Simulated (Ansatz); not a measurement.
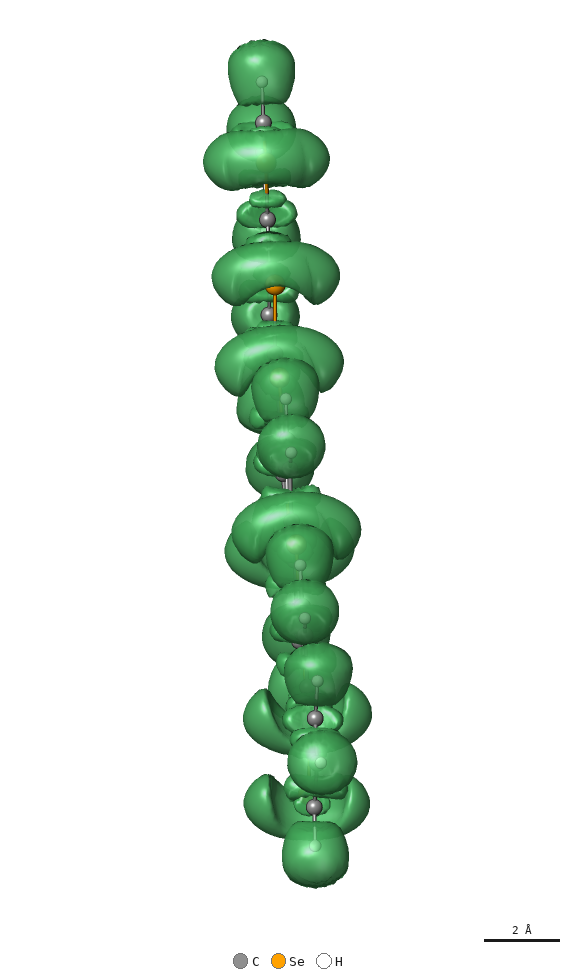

*C$_{28}$H$_{16}$Se$_{7}$ (SMILES c1c[se]c(-c2ccc(-c3ccc(-c4ccc(-c5ccc(-c6ccc(-c7ccc[se]7)[se]6)[se]5)[se]4)[se]3)[se]2)c1). Isosurface of the ELF at 0.8 (green), seen at an oblique angle. Core shells and regions of very low density are left out.*

Geometry: PBE-D4/def2-SVP; not at a stationary point (largest force 0.7 eV/Å).

All numbers below come from RKS PBE0-D4/def2-SVP in Ansatz.

The calculation's input:

```
crystal:
  periodic: [false, false, false]
  atoms:
    - {symbol: C, position_ang: [12.748125, 0.948826, 1.856764]}
    - {symbol: C, position_ang: [12.236380, 1.604070, 2.957998]}
    - {symbol: Se, position_ang: [10.369276, 1.630869, 2.929214]}
    - {symbol: C, position_ang: [10.446365, 0.668829, 1.297767]}
    - {symbol: C, position_ang: [9.262239, 0.273900, 0.576252]}
    - {symbol: C, position_ang: [9.186083, -0.385460, -0.651314]}
    - {symbol: C, position_ang: [7.885647, -0.652403, -1.136618]}
    - {symbol: C, position_ang: [6.828723, -0.224106, -0.329791]}
    - {symbol: C, position_ang: [5.419213, -0.358031, -0.571196]}
    - {symbol: C, position_ang: [4.789245, -0.987450, -1.648392]}
    - {symbol: C, position_ang: [3.376967, -0.970878, -1.635164]}
    - {symbol: C, position_ang: [2.775734, -0.330293, -0.549060]}
    - {symbol: C, position_ang: [1.385252, -0.153880, -0.255941]}
    - {symbol: C, position_ang: [0.793107, 0.474266, 0.842481]}
    - {symbol: C, position_ang: [-0.618549, 0.493393, 0.861559]}
    - {symbol: C, position_ang: [-1.257239, -0.117961, -0.219981]}
    - {symbol: C, position_ang: [-2.659877, -0.256441, -0.475115]}
    - {symbol: C, position_ang: [-3.303750, -0.876855, -1.547642]}
    - {symbol: C, position_ang: [-4.716272, -0.852478, -1.523743]}
    - {symbol: C, position_ang: [-5.301941, -0.211206, -0.430544]}
    - {symbol: C, position_ang: [-6.690227, -0.024895, -0.128386]}
    - {symbol: C, position_ang: [-7.274891, 0.626424, 0.958759]}
    - {symbol: C, position_ang: [-8.688016, 0.656113, 0.983713]}
    - {symbol: C, position_ang: [-9.332051, 0.027134, -0.081980]}
    - {symbol: C, position_ang: [-10.751317, -0.095382, -0.306620]}
    - {symbol: C, position_ang: [-11.786800, 0.306506, 0.534710]}
    - {symbol: C, position_ang: [-13.103948, 0.064028, 0.050926]}
    - {symbol: C, position_ang: [-13.171904, -0.538065, -1.188801]}
    - {symbol: Se, position_ang: [-11.469457, -0.859552, -1.885821]}
    - {symbol: Se, position_ang: [-8.048603, -0.706367, -1.265908]}
    - {symbol: Se, position_ang: [-3.949709, 0.448138, 0.728572]}
    - {symbol: Se, position_ang: [0.038942, -0.812806, -1.422713]}
    - {symbol: Se, position_ang: [4.117239, 0.347068, 0.612178]}
    - {symbol: Se, position_ang: [7.515971, 0.603040, 1.230194]}
    - {symbol: C, position_ang: [11.775996, 0.437754, 0.950148]}
    - {symbol: H, position_ang: [13.829372, 0.830760, 1.695118]}
    - {symbol: H, position_ang: [12.788284, 2.073255, 3.781131]}
    - {symbol: H, position_ang: [10.089171, -0.672881, -1.208097]}
    - {symbol: H, position_ang: [7.710673, -1.160838, -2.095358]}
    - {symbol: H, position_ang: [5.363544, -1.468962, -2.452472]}
    - {symbol: H, position_ang: [2.775686, -1.437710, -2.430273]}
    - {symbol: H, position_ang: [1.400233, 0.923562, 1.643180]}
    - {symbol: H, position_ang: [-1.190890, 0.959057, 1.678374]}
    - {symbol: H, position_ang: [-2.735912, -1.355066, -2.360117]}
    - {symbol: H, position_ang: [-5.327473, -1.309303, -2.316927]}
    - {symbol: H, position_ang: [-6.662632, 1.093142, 1.745300]}
    - {symbol: H, position_ang: [-9.250656, 1.151138, 1.787653]}
    - {symbol: H, position_ang: [-11.592607, 0.772122, 1.511111]}
    - {symbol: H, position_ang: [-14.004024, 0.333995, 0.622102]}
    - {symbol: H, position_ang: [-14.068354, -0.819986, -1.753612]}
    - {symbol: H, position_ang: [12.049618, -0.108131, 0.036374]}
basis:
  gaussian: {orbitals: def2-SVP, fitting: {mean_field: def2-universal-jkfit}, initial_orbitals: start.molden}
hamiltonian: {xc: pbe0, dispersion: d4}
scf: {omitted_lower_state_checks: [starts]}
output: {forces: true, orbitals: {seedname: orbitals}}
```

Launched as:

```sh
ansatz run in.yaml --threads 5 --pin off --events-out ev --progress --plain --max-ram 66560MiB --backend cuda --devices 0, --max-vram 37GiB
```

**Where are the electrons localised?**

The surface consists of 27 regions between bonded C–C atoms (shared pairs), 14 regions between bonded C–Se atoms (shared pairs), 16 regions around hydrogen nuclei and seven regions wrapped around Se (the valence shell of each). Along the contacts the grid gives the following. C–C (1.38 Å): the ELF peaks at about 0.95 between the atoms; a covalent bond. C–Se (1.87 Å): the ELF peaks at about 0.90 between the atoms; localised, covalent bonding.
